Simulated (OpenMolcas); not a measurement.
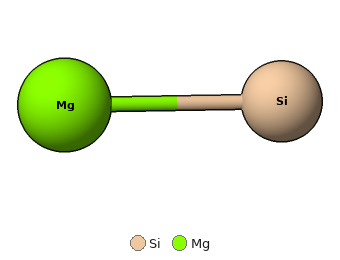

The molecule at the reference distance of 2.695 Å.

**Relativistic diatomic calculation for SiMg⁻ (part 1 of 2)**

- system: SiMg⁻.
- method: SA-CASSCF(7,8)/XMS-CASPT2 + RASSI spin-orbit (X2C scalar, AMFI), ANO-RCC-VTZP (OpenMolcas)

Input file:
```
&GATEWAY
Coord
2
angstrom
Si 0.0 0.0 0.0
Mg 0.0 0.0 2.6950
Basis=ANO-RCC-VTZP
Group=XY
RX2C
AMFI
ANGMom
0.0 0.0 0.0
RICD
&SEWARD
&GUESSORB
&RASSCF
FileOrb=$CurrDir/o62.orb
Symmetry=2
Spin=6
nActEl=7 0 0
Inactive=6 4
RAS2=4 4
CIRoot=8 8 1
Linear
Iterations=120 100
OrbListing=Nothing
PRWF=0.15
>>COPY $Project.RasOrb $CurrDir/o62.orb
>>COPY $Project.rasscf.h5 $CurrDir/r62.h5
&CASPT2
XMultistate=all
Imaginary=0.2
IPEA=0.25
MaxIter=40
>>COPY $Project.JobMix JOB001
&RASSCF
FileOrb=$CurrDir/o61.orb
Symmetry=1
Spin=6
nActEl=7 0 0
Inactive=6 4
RAS2=4 4
CIRoot=7 7 1
Linear
Iterations=120 100
OrbListing=Nothing
PRWF=0.15
>>COPY $Project.RasOrb $CurrDir/o61.orb
>>COPY $Project.rasscf.h5 $CurrDir/r61.h5
&CASPT2
XMultistate=all
Imaginary=0.2
IPEA=0.25
MaxIter=40
>>COPY $Project.JobMix JOB002
&RASSCF
FileOrb=$CurrDir/o81.orb
Symmetry=1
Spin=8
nActEl=7 0 0
Inactive=6 4
RAS2=4 4
CIRoot=1 1 1
Linear
Iterations=120 100
OrbListing=Nothing
PRWF=0.15
>>COPY $Project.RasOrb $CurrDir/o81.orb
>>COPY $Project.rasscf.h5 $CurrDir/r81.h5
&CASPT2
XMultistate=all
Imaginary=0.2
IPEA=0.25
MaxIter=40
>>COPY $Project.JobMix JOB003
&RASSI
Nr of JobIphs=3 8 7 1
1 2 3 4 5 6 7 8
1 2 3 4 5 6 7
1
SpinOrbit
EJob
Omega
MEES
MESO
Properties=4
'AngMom' 3 'Mltpl  1' 1 'Mltpl  1' 2 'Mltpl  1' 3
Thrs=1.0d-4
>>COPY $Project.rassi.h5 $CurrDir/so.h5
```

The first orbital files come from an earlier step.

Run as:
```bash
pymolcas m.inp (one call a module block, same work directory)
```

The program's output (extracts):
```
++    Wave function specifications:
      Number of closed shell electrons          20
      Number of electrons in active shells       7
      Number of inactive orbitals               10
      Number of active orbitals                  8
      Number of secondary orbitals              50
      Spin quantum number                      2.5
      State symmetry                             2
++    Orbital specifications:
      Symmetry species                           1   2
                                                 a   b
      Frozen orbitals                            0   0
      Inactive orbitals                          6   4
      Active orbitals                            4   4
      RAS2 orbitals                              4   4
      Secondary orbitals                        26  24
      Number of basis functions                 36  32
      printout of CI-coefficients larger than  0.15 for root  1
      energy=    -489.373666
      conf/sym  1111 2222     Coeff  Weight
            50  uu02 uu0u   0.17281 0.02986
            58  0uu2 uu0u   0.96482 0.93088
      printout of CI-coefficients larger than  0.15 for root  2
      energy=    -489.373666
      conf/sym  1111 2222     Coeff  Weight
            49  uu02 uuu0   0.17281 0.02986
            57  0uu2 uuu0   0.96482 0.93088
      printout of CI-coefficients larger than  0.15 for root  3
      energy=    -489.271874
      conf/sym  1111 2222     Coeff  Weight
            29  02uu uuu0  -0.23773 0.05651
            49  uu02 uuu0  -0.20147 0.04059
            60  0uu2 0uuu  -0.92918 0.86338
      printout of CI-coefficients larger than  0.15 for root  4
      energy=    -489.271874
      conf/sym  1111 2222     Coeff  Weight
            30  02uu uu0u  -0.23773 0.05651
            50  uu02 uu0u  -0.20147 0.04059
            59  0uu2 u0uu  -0.92918 0.86338
      printout of CI-coefficients larger than  0.15 for root  5
      energy=    -489.228401
      conf/sym  1111 2222     Coeff  Weight
            29  02uu uuu0   0.35510 0.12609
            49  uu02 uuu0  -0.88925 0.79076
      printout of CI-coefficients larger than  0.15 for root  6
      energy=    -489.228401
      conf/sym  1111 2222     Coeff  Weight
            30  02uu uu0u   0.35510 0.12609
            50  uu02 uu0u  -0.88925 0.79076
      printout of CI-coefficients larger than  0.15 for root  7
      energy=    -489.192188
      conf/sym  1111 2222     Coeff  Weight
            29  02uu uuu0   0.84082 0.70698
            49  uu02 uuu0   0.30447 0.09270
            53  u0u2 uuu0  -0.15751 0.02481
            57  0uu2 uuu0  -0.18076 0.03267
            60  0uu2 0uuu  -0.28212 0.07959
      printout of CI-coefficients larger than  0.15 for root  8
      energy=    -489.192188
      conf/sym  1111 2222     Coeff  Weight
            30  02uu uu0u   0.84082 0.70698
            50  uu02 uu0u   0.30447 0.09270
            54  u0u2 uu0u  -0.15751 0.02481
            58  0uu2 uu0u  -0.18076 0.03267
            59  0uu2 u0uu  -0.28212 0.07959
      Natural orbitals and occupation numbers for root  1
      sym 1:   0.009503   1.002812   0.996367   1.984007
      sym 2:   1.001755   0.993956   0.013356   0.998245
      Natural orbitals and occupation numbers for root  2
      sym 1:   0.009503   1.002812   0.996367   1.984007
      sym 2:   0.993956   1.001755   0.998245   0.013356
      Natural orbitals and occupation numbers for root  3
      sym 1:   0.051014   1.061713   0.955334   1.904164
      sym 2:   0.135850   1.001024   0.998973   0.891927
      Natural orbitals and occupation numbers for root  4
      sym 1:   0.051014   1.061713   0.955334   1.904164
      sym 2:   1.001024   0.135850   0.891927   0.998973
      Natural orbitals and occupation numbers for root  5
      sym 1:   0.861571   1.112877   0.159412   1.845750
      sym 2:   0.985473   1.000889   0.999110   0.034918
      Natural orbitals and occupation numbers for root  6
      sym 1:   0.861571   1.112877   0.159412   1.845750
      sym 2:   1.000889   0.985473   0.034918   0.999110
      Natural orbitals and occupation numbers for root  7
      sym 1:   0.164397   1.725646   0.879146   1.202606
      sym 2:   0.921909   1.007505   0.992493   0.106298
      Natural orbitals and occupation numbers for root  8
      sym 1:   0.164397   1.725646   0.879146   1.202606
      sym 2:   1.007505   0.921909   0.106298   0.992493
      RASSCF energy for state  8                   -489.19218836
::    RASSCF root number  1 Total energy:   -489.37366604
::    RASSCF root number  2 Total energy:   -489.37366604
::    RASSCF root number  3 Total energy:   -489.27187371
::    RASSCF root number  4 Total energy:   -489.27187371
::    RASSCF root number  5 Total energy:   -489.22840073
::    RASSCF root number  6 Total energy:   -489.22840073
::    RASSCF root number  7 Total energy:   -489.19218836
::    RASSCF root number  8 Total energy:   -489.19218836
      Von Neumann Entropy (Root   1) =  2.59791
++    Wave function specifications:
      Number of closed shell electrons          12
      Number of electrons in active shells       7
      Number of inactive orbitals                6
      Number of active orbitals                  8
      Number of secondary orbitals              50
      Spin quantum number                      2.5
      State symmetry                             2
      Number of CSFs                           108
      Number of CASSCF root(s) available         8
      CASPT2 state passed to geometry opt.       8
      A file JOBMIX will be created
      This is a MULTI-STATE CASSCF reference
      Number of CI roots used                    8
      These are:                                 1   2   3   4   5   6   7   8
      Off-diagonal elements of Heff are computed
  FINAL CASPT2 RESULT:
      Reference energy:        -489.3736660363
      E2 (Non-variational):      -0.3394955543
      Shift correction:          -0.0038165556
      E2 (Variational):          -0.3433121099
      Total energy:            -489.7169781462
      Reference weight:           0.91176
  FINAL CASPT2 RESULT:
      Reference energy:        -489.3736660362
      E2 (Non-variational):      -0.3394955585
      Shift correction:          -0.0038165572
      E2 (Variational):          -0.3433121156
      Total energy:            -489.7169781519
      Reference weight:           0.91176
  FINAL CASPT2 RESULT:
      Reference energy:        -489.2718737148
      E2 (Non-variational):      -0.3228597302
      Shift correction:          -0.0032083976
      E2 (Variational):          -0.3260681278
      Total energy:            -489.5979418426
      Reference weight:           0.92326
  FINAL CASPT2 RESULT:
      Reference energy:        -489.2718737148
      E2 (Non-variational):      -0.3228597267
      Shift correction:          -0.0032083973
      E2 (Variational):          -0.3260681240
      Total energy:            -489.5979418388
      Reference weight:           0.92326
  FINAL CASPT2 RESULT:
      Reference energy:        -489.2284007292
      E2 (Non-variational):      -0.3336878457
      Shift correction:          -0.0044107097
      E2 (Variational):          -0.3380985554
      Total energy:            -489.5664992846
      Reference weight:           0.91121
  FINAL CASPT2 RESULT:
      Reference energy:        -489.2284007292
      E2 (Non-variational):      -0.3336878506
      Shift correction:          -0.0044107112
      E2 (Variational):          -0.3380985617
      Total energy:            -489.5664992909
      Reference weight:           0.91121
  FINAL CASPT2 RESULT:
      Reference energy:        -489.1921883648
      E2 (Non-variational):      -0.3301830322
      Shift correction:          -0.0088271720
      E2 (Variational):          -0.3390102042
      Total energy:            -489.5311985690
      Reference weight:           0.90044
  FINAL CASPT2 RESULT:
      Reference energy:        -489.1921883648
      E2 (Non-variational):      -0.3301830337
      Shift correction:          -0.0088271712
      E2 (Variational):          -0.3390102049
      Total energy:            -489.5311985696
      Reference weight:           0.90044
       Total XMS-CASPT2 energies:
::    XMS-CASPT2 Root  1     Total energy:   -489.71409694
::    XMS-CASPT2 Root  2     Total energy:   -489.71409694
::    XMS-CASPT2 Root  3     Total energy:   -489.59539530
::    XMS-CASPT2 Root  4     Total energy:   -489.59539530
::    XMS-CASPT2 Root  5     Total energy:   -489.56513603
::    XMS-CASPT2 Root  6     Total energy:   -489.56513603
::    XMS-CASPT2 Root  7     Total energy:   -489.53798957
::    XMS-CASPT2 Root  8     Total energy:   -489.53798957
++    Wave function specifications:
      Number of closed shell electrons          20
      Number of electrons in active shells       7
      Number of inactive orbitals               10
      Number of active orbitals                  8
      Number of secondary orbitals              50
      Spin quantum number                      2.5
      State symmetry                             1
      printout of CI-coefficients larger than  0.15 for root  1
      energy=    -489.315606
      conf/sym  1111 2222     Coeff  Weight
            19  uuu2 uu00  -0.96106 0.92363
      printout of CI-coefficients larger than  0.15 for root  2
      energy=    -489.290134
      conf/sym  1111 2222     Coeff  Weight
            44  00u2 uuuu   0.98050 0.96139
      printout of CI-coefficients larger than  0.15 for root  3
      energy=    -489.227318
      conf/sym  1111 2222     Coeff  Weight
            20  uuu2 u0u0  -0.69648 0.48509
            23  uuu2 0u0u  -0.69648 0.48509
      printout of CI-coefficients larger than  0.15 for root  4
      energy=    -489.227318
      conf/sym  1111 2222     Coeff  Weight
            21  uuu2 0uu0   0.69648 0.48509
            22  uuu2 u00u  -0.69648 0.48509
      printout of CI-coefficients larger than  0.15 for root  5
      energy=    -489.224509
      conf/sym  1111 2222     Coeff  Weight
            21  uuu2 0uu0   0.68292 0.46638
            22  uuu2 u00u   0.68292 0.46638
      printout of CI-coefficients larger than  0.15 for root  6
      energy=    -489.218170
      conf/sym  1111 2222     Coeff  Weight
            13  uu2u uu00  -0.50042 0.25042
            20  uuu2 u0u0  -0.58100 0.33756
            23  uuu2 0u0u   0.58100 0.33756
      printout of CI-coefficients larger than  0.15 for root  7
      energy=    -489.212485
      conf/sym  1111 2222     Coeff  Weight
            38  002u uuuu   0.31041 0.09635
            43  0u02 uuuu   0.64416 0.41494
            93  0uuu 2uu0   0.40276 0.16221
            97  0uuu u20u  -0.40276 0.16221
           102  0uuu uudu   0.17627 0.03107
      Natural orbitals and occupation numbers for root  1
      sym 1:   0.992297   0.999415   1.009431   1.959538
      sym 2:   0.991643   0.991643   0.028017   0.028017
      Natural orbitals and occupation numbers for root  2
      sym 1:   0.007477   0.035520   1.001339   1.962678
      sym 2:   0.999480   0.999480   0.997013   0.997013
      Natural orbitals and occupation numbers for root  3
      sym 1:   0.994772   0.999803   0.999974   1.966054
      sym 2:   0.518566   0.518566   0.501133   0.501133
      Natural orbitals and occupation numbers for root  4
      sym 1:   0.994772   0.999803   0.999974   1.966054
      sym 2:   0.518566   0.518566   0.501133   0.501133
      Natural orbitals and occupation numbers for root  5
      sym 1:   0.959354   0.997156   0.981175   1.946846
      sym 2:   0.543661   0.543661   0.514073   0.514073
      Natural orbitals and occupation numbers for root  6
      sym 1:   0.988891   1.000008   1.229145   1.716122
      sym 2:   0.724317   0.724317   0.308600   0.308600
      Natural orbitals and occupation numbers for root  7
      sym 1:   0.042068   0.920342   0.644030   1.460224
      sym 2:   1.154553   1.154553   0.812115   0.812115
      RASSCF energy for state  7                   -489.21248473
::    RASSCF root number  1 Total energy:   -489.31560637
::    RASSCF root number  2 Total energy:   -489.29013402
::    RASSCF root number  3 Total energy:   -489.22731792
::    RASSCF root number  4 Total energy:   -489.22731792
::    RASSCF root number  5 Total energy:   -489.22450887
::    RASSCF root number  6 Total energy:   -489.21816958
::    RASSCF root number  7 Total energy:   -489.21248473
      Von Neumann Entropy (Root   1) =  2.70475
++    Wave function specifications:
      Number of closed shell electrons          12
      Number of electrons in active shells       7
      Number of inactive orbitals                6
      Number of active orbitals                  8
      Number of secondary orbitals              50
      Spin quantum number                      2.5
      State symmetry                             1
      Number of CSFs                           108
      Number of CASSCF root(s) available         7
      CASPT2 state passed to geometry opt.       7
      A file JOBMIX will be created
      This is a MULTI-STATE CASSCF reference
      Number of CI roots used                    7
      These are:                                 1   2   3   4   5   6   7
      Off-diagonal elements of Heff are computed
  FINAL CASPT2 RESULT:
      Reference energy:        -489.3156063682
      E2 (Non-variational):      -0.3375097244
      Shift correction:          -0.0046725933
      E2 (Variational):          -0.3421823177
      Total energy:            -489.6577886859
      Reference weight:           0.90855
  FINAL CASPT2 RESULT:
      Reference energy:        -489.2901340230
      E2 (Non-variational):      -0.3260585077
      Shift correction:          -0.0037661977
      E2 (Variational):          -0.3298247054
      Total energy:            -489.6199587284
      Reference weight:           0.92020
  FINAL CASPT2 RESULT:
      Reference energy:        -489.2273179234
      E2 (Non-variational):      -0.3174669198
      Shift correction:          -0.0022154876
      E2 (Variational):          -0.3196824074
      Total energy:            -489.5470003308
      Reference weight:           0.93240
  FINAL CASPT2 RESULT:
      Reference energy:        -489.2273179234
      E2 (Non-variational):      -0.3177015777
      Shift correction:          -0.0022306527
      E2 (Variational):          -0.3199322305
      Total energy:            -489.5472501539
      Reference weight:           0.93213
  FINAL CASPT2 RESULT:
      Reference energy:        -489.2245088721
      E2 (Non-variational):      -0.3165289558
      Shift correction:          -0.0020581922
      E2 (Variational):          -0.3185871480
      Total energy:            -489.5430960201
      Reference weight:           0.93391
  FINAL CASPT2 RESULT:
      Reference energy:        -489.2181695823
      E2 (Non-variational):      -0.3181336355
      Shift correction:          -0.0032121240
      E2 (Variational):          -0.3213457595
      Total energy:            -489.5395153418
      Reference weight:           0.92716
  FINAL CASPT2 RESULT:
      Reference energy:        -489.2124847294
      E2 (Non-variational):      -0.3110874666
      Shift correction:          -0.0036830446
      E2 (Variational):          -0.3147705113
      Total energy:            -489.5272552406
      Reference weight:           0.92817
       Total XMS-CASPT2 energies:
::    XMS-CASPT2 Root  1     Total energy:   -489.65961826
::    XMS-CASPT2 Root  2     Total energy:   -489.62002094
::    XMS-CASPT2 Root  3     Total energy:   -489.54725016
::    XMS-CASPT2 Root  4     Total energy:   -489.54700033
::    XMS-CASPT2 Root  5     Total energy:   -489.54317625
::    XMS-CASPT2 Root  6     Total energy:   -489.53768576
::    XMS-CASPT2 Root  7     Total energy:   -489.52711280
++    Wave function specifications:
      Number of closed shell electrons          20
      Number of electrons in active shells       7
      Number of inactive orbitals               10
   SPIN-FREE ENERGIES:
  (Shifted by EMIN (a.u.) =       -489.7140969449)
 SF State       Relative EMIN(au)   Rel lowest level(eV)    D:o, cm**(-1)      Abs_M
     1             0.0000000000        0.0000000000              0.0000         1.0
     2             0.0000000054        0.0000001477              0.0012         1.0
     9             0.0544786807        1.4824404219          11956.6884         0.0
    10             0.0940760094        2.5599386287          20647.2975         0.0
     3             0.1187016422        3.2300362342          26051.9992         1.0
     4             0.1187016457        3.2300363288          26051.9999         1.0
     5             0.1489609123        4.0534329206          32693.1413         1.0
     6             0.1489609181        4.0534330792          32693.1426         1.0
    11             0.1668467854        4.5401323220          36618.6367         2.0
    12             0.1670966197        4.5469306587          36673.4690         2.0
    13             0.1709206949        4.6509890461          37512.7565         0.0
     7             0.1761073702        4.7921256721          38651.1002         1.0
     8             0.1761073714        4.7921257044          38651.1004         1.0
    14             0.1764111814        4.8003927950          38717.7790         0.0
    15             0.1869841412        5.0880976879          41038.2755         0.0
    16             0.2603640056        7.0848655208          57143.2941         0.0
```

(Continued in part 2.) Outcome of the run: converged; components of a degenerate state are split by 55 cm⁻¹; whether the anion is bound against detachment isn't tested.
